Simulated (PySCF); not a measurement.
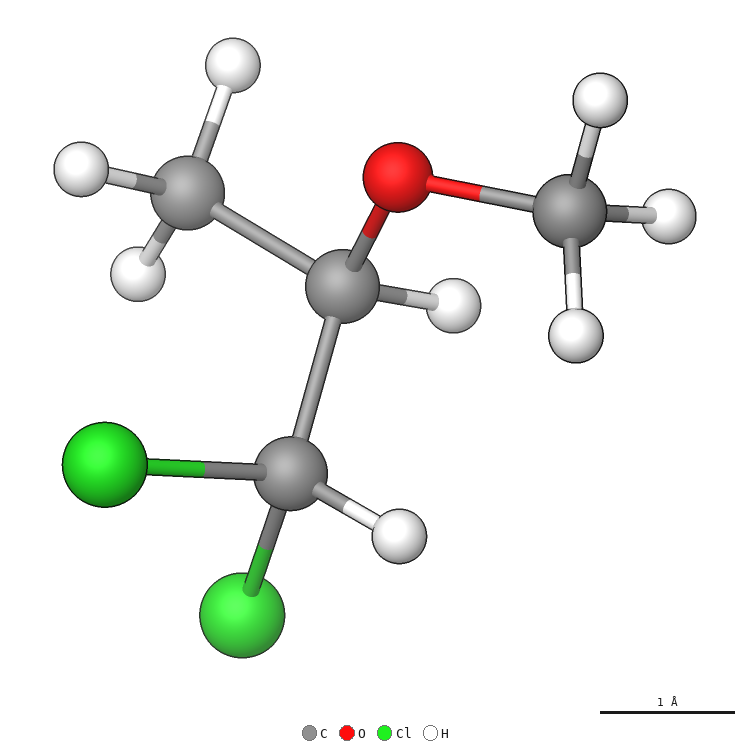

A ball-and-stick model of a molecule. Every bond is drawn as one stick, whatever its order.

Computed geometry: GFN2-xTB optimisation. No frequency run is at hand to confirm it as a minimum.

Question: Give the formula.

Answer: C₄H₈Cl₂O, 15 atoms: 4 carbon, 8 hydrogen, 2 chlorine and 1 oxygen.

Question: Count the bonded pairs by element.

Answer: 8 C–H, 2 C–O, 2 C–C, 2 C–Cl.

The parts below concern this one geometry. Atoms keep their numbers from picture to picture.

Geometry

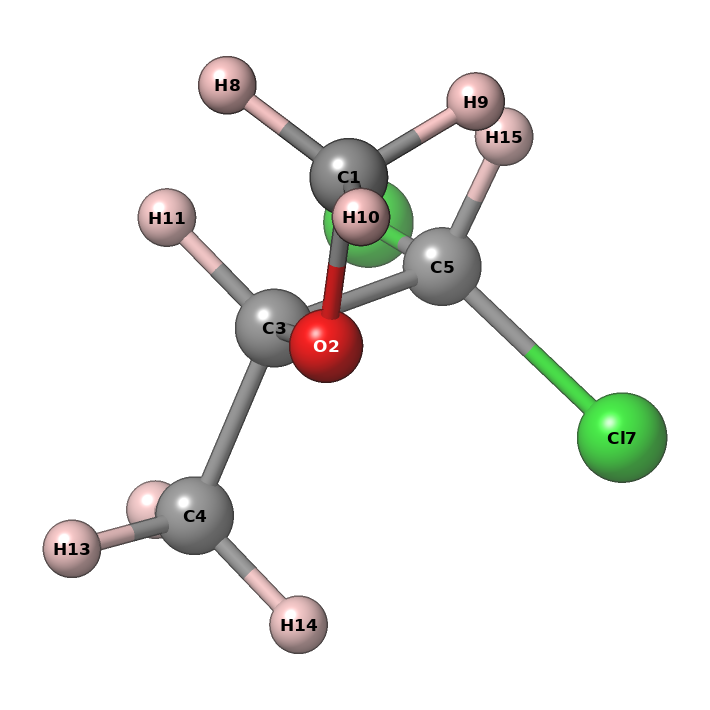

C3 lies behind O2. The molecule seen a little off the O2–C3 bond, O2 in front. Depth is shown by fading: the farther an atom, the more it takes the colour of the background. No frequency run is at hand to confirm it as a minimum.

Question: What is the torsion angle C1–O2–C3–C4? The sign is positive where the front bond must turn clockwise to cover the back bond.

Answer: −161°, antiperiplanar (anti).

Bond orders

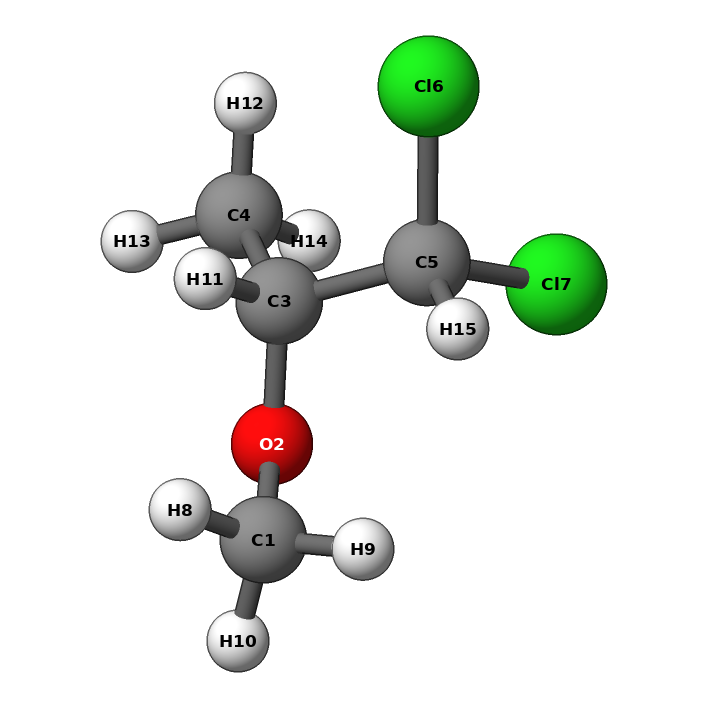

Every bond is drawn as one stick. No frequency run is at hand to confirm it as a minimum. Computed with PBE0/pcSseg-1 (PySCF 2.14.0).

List the Mayer bond orders of C1–O2, C1–H8, C1–H9, C1–H10, O2–C3, C3–C4, C3–C5, C3–H11, C4–H12, C4–H13, C4–H14, C5–Cl6, C5–Cl7, C5–H15.

```json
{"bond": "C1–O2", "Mayer order": "0.93", "length (Å)": "1.407"}
{"bond": "C1–H8", "Mayer order": "0.96", "length (Å)": "1.096"}
{"bond": "C1–H9", "Mayer order": "0.96", "length (Å)": "1.095"}
{"bond": "C1–H10", "Mayer order": "0.97", "length (Å)": "1.088"}
{"bond": "O2–C3", "Mayer order": "0.93", "length (Å)": "1.405"}
{"bond": "C3–C4", "Mayer order": "1.03", "length (Å)": "1.524"}
{"bond": "C3–C5", "Mayer order": "0.91", "length (Å)": "1.541"}
{"bond": "C3–H11", "Mayer order": "0.93", "length (Å)": "1.105"}
{"bond": "C4–H12", "Mayer order": "0.95", "length (Å)": "1.086"}
{"bond": "C4–H13", "Mayer order": "0.96", "length (Å)": "1.086"}
{"bond": "C4–H14", "Mayer order": "0.95", "length (Å)": "1.086"}
{"bond": "C5–Cl6", "Mayer order": "1.01", "length (Å)": "1.774"}
{"bond": "C5–Cl7", "Mayer order": "1.02", "length (Å)": "1.772"}
{"bond": "C5–H15", "Mayer order": "0.91", "length (Å)": "1.092"}
```

Excitation

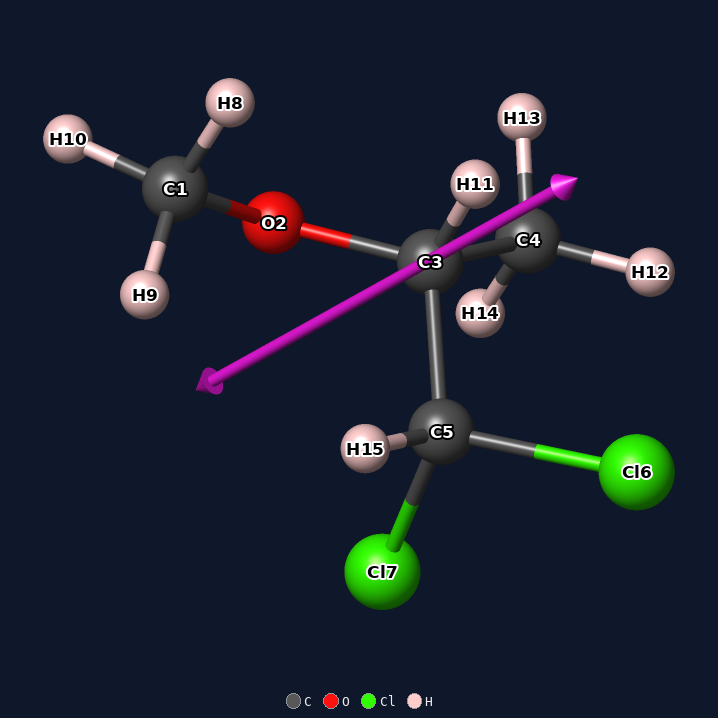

The double arrow shows the direction of the transition dipole to excited singlet state 3 (its length means nothing). No frequency run is at hand to confirm it as a minimum. Level of theory: TDDFT PBE0/def2-SVPD, vertical, gas phase, core orbitals frozen in the response (PySCF 2.14.0).

Question: Where does the transition lie, and how strong is it?

Answer: 7.16 eV (173 nm), oscillator strength 0.031, mainly HOMO−1 → LUMO (weight 0.88); transition dipole 1.07 D.

Charges

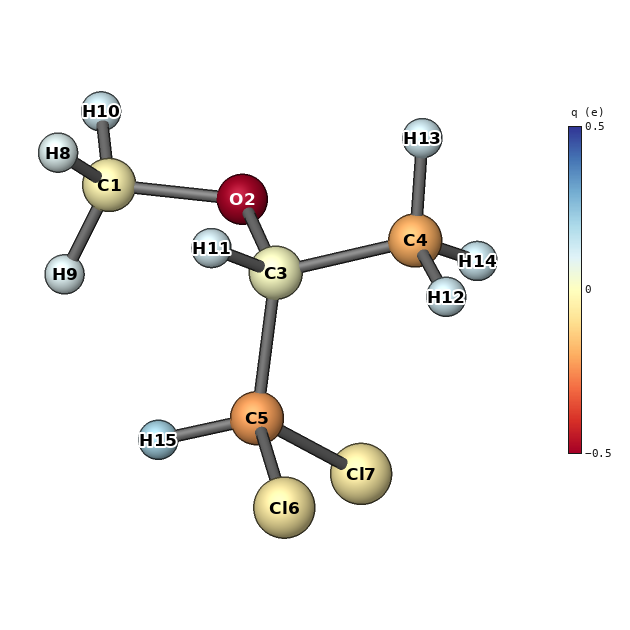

Atoms are coloured by their Mulliken charges. No frequency run is at hand to confirm it as a minimum. Method: PBE0/pcSseg-1, gas phase (PySCF 2.14.0).

Question: Which atom carries the highest charge (most positive or least negative)?

Answer: H15 (0.20 e).

Question: And the lowest?

Answer: O2 (−0.49 e).

Give the Mulliken charges atom by atom.

```
atom  value (e)
  C1      −0.03
  O2      −0.49
  C3       0.01
  C4      −0.19
  C5      −0.22
 Cl6      −0.06
 Cl7      −0.05
  H8       0.09
  H9       0.10
 H10       0.13
 H11       0.12
 H12       0.13
 H13       0.13
 H14       0.14
 H15       0.20
```

Mulliken values depend strongly on the basis set and can even reverse the polarity of a bond.
